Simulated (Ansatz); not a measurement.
Given this structure, the input geometry of an electronic-structure calculation (not necessarily at equilibrium); the starting structure was generated, so it need not be a known form of this composition, written in its standard cell:

```
Nd Si
1.0
     4.07473    0.00000    0.00000
     0.00000    4.07473    0.00000
     0.00000    0.00000    4.07473
Nd Si
1 3
Direct
  0.00000 0.00000 0.00000
  0.00000 0.50000 0.50000
  0.50000 0.50000 0.00000
  0.50000 0.00000 0.50000
```

**Predict the [001] zone-axis pattern (120 kV, kinematic, B = 0.3 Å²).**

The spots form a square net with both shortest vectors at d = 4.07 Å, 90.0° apart. They are 1 0 0 and 0 1 0. The pattern has symmetry 4mm. No reflection of this zone is absent.

Strongest reflections with d > 1.25 Å, one of each family (|F|² from tabulated Gaussian fits of the electron scattering factors, times a small damping for the curvature of the Ewald sphere):

```
  hkl  d (Å)  I (strongest = 100)
2 0 0  2.037                  100
2 2 0  1.441                   42
1 0 0  4.075                   25
1 1 0  2.881                   16
2 1 0  1.822                    8
3 0 0  1.358                    5
```

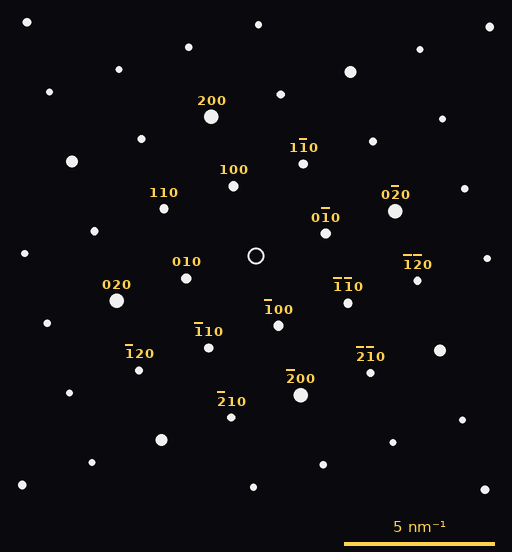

Calculated pattern, seen from the source side with [001] pointing towards the source.
